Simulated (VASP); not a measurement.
Band structure of BaO2 (space group I4/mmm). Level of theory: PBEsol GGA, VASP's PBE PAW potentials (set 64) (plane waves; VASP).

Unless said otherwise, spin-orbit coupling is left out, though it shifts the bands of the heavy elements here.

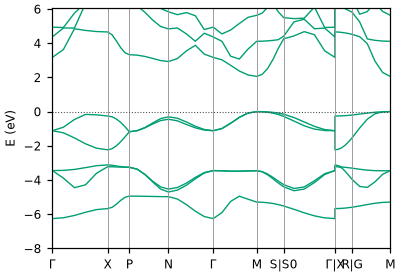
Bands along high-symmetry lines, zero at the valence-band maximum or, without a gap, the Fermi level

**Question.** Read the plot: is there a gap, and where are the band edges?

**Answer.** The gap is direct, 2.06 eV, from the valence maximum at M to the conduction minimum at M.

The structure comes from a computed database's BaO2 entry; how it stands against other phases isn't given here. The cell was not relaxed at this level.
